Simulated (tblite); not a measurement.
# Run report: CH3AlBr2, energy and gradient calculation

- system: CH3AlBr2, multiplicity 3, SMILES [CH3][Al]([Br])[Br]
- method: IPEA1-xTB, U-SCC (tblite 0.8.0)

The geometry is that of the parent species in another charge or spin state. The geometry comes from this level: PBE0-D4/def2-TZVP.

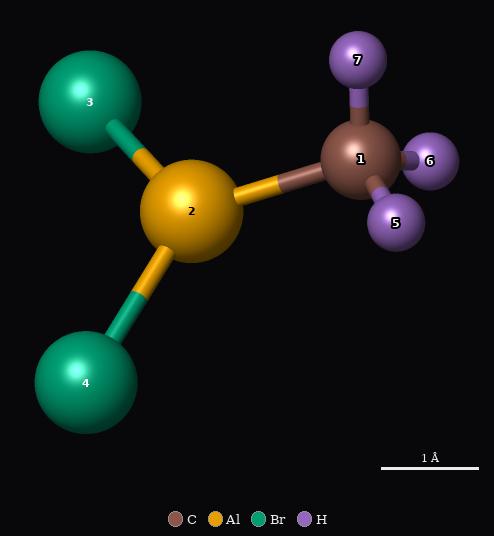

**Figure 1.** The structure (ball-and-stick view, seen at a tilt; atoms are numbered from 1 in the order of the input). Sticks mark near contacts. Bond lengths as drawn: Al–Br 2.25 Å, Al–C 1.93 Å and C–H 1.09 Å.

The input (run.py):
```python
import json
import numpy as np
from tblite.interface import Calculator
from tblite.interface import symbols_to_numbers

symbols = list(map(str, np.loadtxt("geom.xyz", skiprows=2, usecols=0, dtype=str, ndmin=1)))
numbers = np.array(symbols_to_numbers(symbols))
positions = np.loadtxt("geom.xyz", skiprows=2, usecols=(1, 2, 3), ndmin=2) / 0.5291772

tb = Calculator("IPEA1-xTB", numbers, positions, charge=0, uhf=2)
tb.set("verbosity", 0)
tb.set("accuracy", 0.1)
tb.add("spin-polarization", 1.0)
sp = tb.singlepoint()

print(f"Energy: {sp.get('energy') * 27.211386:.8f} eV")
eps = np.atleast_2d(sp.get("orbital-energies")) * 27.211386
occ = np.atleast_2d(sp.get("orbital-occupations"))
filled = occ.sum(axis=0) if eps.shape[0] == 1 else occ[0]
homo = np.nonzero(filled > 0.5)[0].max()
print("  MO   occupation   energy/eV")
for i in range(max(0, homo - 4), min(eps.shape[1], homo + 5)):
    print(f"{i + 1:4d} {filled[i]:10.4f} {eps[0, i]:12.4f}")
mu = sp.get("dipole") * 2.541746
print(f"Dipole moment: {np.linalg.norm(mu):.4f} D, components " + " ".join(f"{c:.4f}" for c in mu))
q = sp.get("charges")
g = sp.get("gradient")
print("atom     charge      dE/dx        dE/dy        dE/dz   (Eh/bohr)")
for i, s in enumerate(symbols):
    print(f"{s:<2}{i + 1:<3} {q[i]:9.4f} {g[i, 0]:12.7f} {g[i, 1]:12.7f} {g[i, 2]:12.7f}")
print(f"gradient norm {np.linalg.norm(g):.6f} Eh/bohr")
out = {k: np.asarray(sp.get(k)).tolist() for k in ("energy", "gradient", "charges", "dipole", "orbital-energies", "orbital-occupations")}
out.update(symbols=symbols, positions=(positions * 0.529177210903).tolist())
json.dump(out, open("results.json", "w"))
```

File geom.xyz:
```
7
start geometry
C     -0.144600     0.970000    -0.125000
Al     0.136500    -0.927200     0.093900
Br     1.884800    -1.713400     1.272500
Br    -1.247800    -2.457200    -0.803500
H     -1.034300     1.180600    -0.720800
H     -0.254000     1.451800     0.850700
H      0.720600     1.427200    -0.613500
```

Launched with:
```bash
python run.py
```

Output:
```
Energy: -358.70279982 eV
  MO   occupation   energy/eV
   9     1.0000     -13.0613
  10     1.0000     -12.8691
  11     1.0000     -12.5422
  12     1.0000     -12.0407
  13     1.0000      -6.8453
  14     0.0000      -5.3885
  15     0.0000      -4.5523
  16     0.0000      -3.5580
  17     0.0000      -3.3990
Dipole moment: 3.5770 D, components -0.5403 3.5111 -0.4186
atom     charge      dE/dx        dE/dy        dE/dz   (Eh/bohr)
C 1     -0.0696    0.0092062   -0.0705011    0.0073587
Al2      0.1350   -0.0028380    0.0168655   -0.0021703
Br3     -0.0402   -0.0238966    0.0061087   -0.0160326
Br4     -0.0396    0.0207745    0.0173183    0.0135614
H 5      0.0049    0.0043324    0.0108819    0.0026963
H 6      0.0048    0.0004812    0.0095452   -0.0091354
H 7      0.0048   -0.0080596    0.0097815    0.0037219
gradient norm 0.087642 Eh/bohr
```

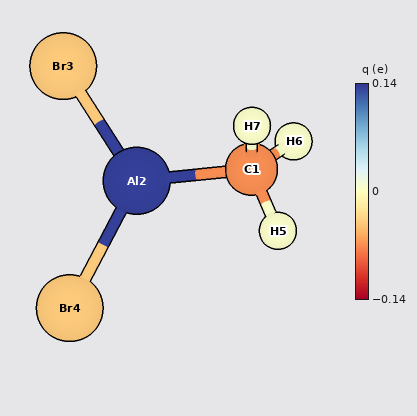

**Figure 2.** Mulliken charges, as the colour of each atom (ball-and-stick view, seen at a tilt; atoms are numbered from 1 in the order of the input). By element: C −0.07, Al +0.14, Br −0.04 and H 0.00 e.

Results in brief:

- outcome: converged
- total energy: −13.182085 hartree
- basis functions: 38
- largest force: 3.676 eV/Å
- dipole moment: 3.58 D
- hardware: 1 thread of Intel Xeon @ 2.70GHz, 189 GiB of memory available, shared host
- peak memory: 0.067 GiB
